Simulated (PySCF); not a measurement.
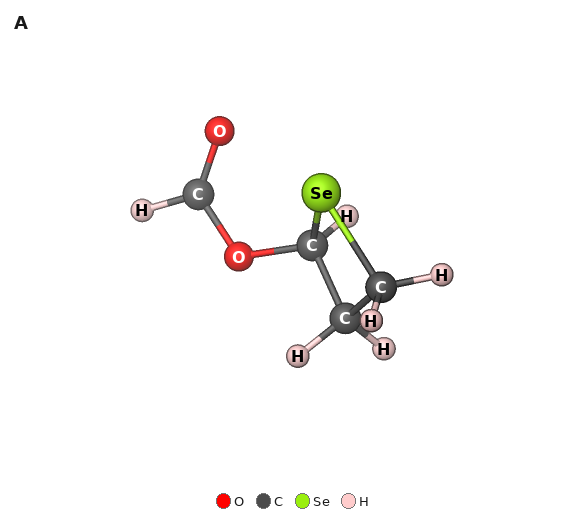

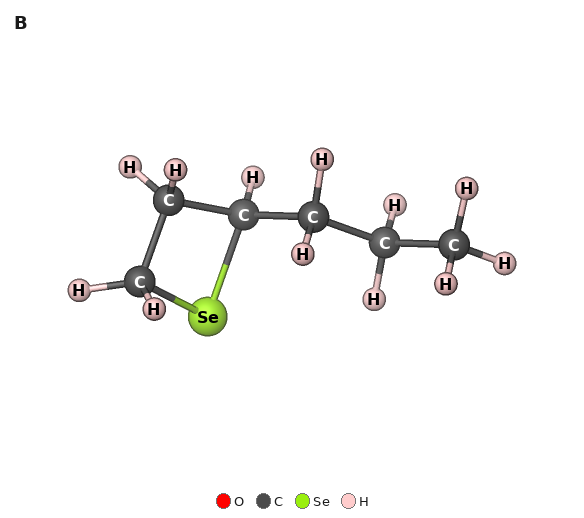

Two related species, optimised with PBE0-D3(BJ)/def2-SVP; properties computed with PySCF 2.14.0. Both: charge 0, singlet.

Identify both.

A is C4H6O2Se (O=CO[C@@H]1CC[Se]1), B is C6H12Se (CCC[C@@H]1CC[Se]1).

Compare them. With B3LYP/def2-SVPD: dipole moment (D), HOMO–LUMO gap (eV), HOMO energy (Kohn–Sham orbital) (eV), lowest vertical singlet excitation (eV), mean static polarisability (bohr³). With PBE0-D3(BJ)/def2-SVP: mean Se–C length (Å).

| quantity | A | B |
| --- | --- | --- |
| dipole moment (D) | 3.13 | 1.79 |
| HOMO–LUMO gap (eV) | 5.22 | 5.11 |
| HOMO energy (Kohn–Sham orbital) (eV) | −6.21 | −5.81 |
| lowest vertical singlet excitation (eV) | 4.01 | 3.85 |
| mean static polarisability (bohr³) | 80.8 | 100.7 |
| mean Se–C length (Å) | 1.977 | 1.985 |

Each is one conformer, and no frequency run is at hand to confirm it as a minimum.
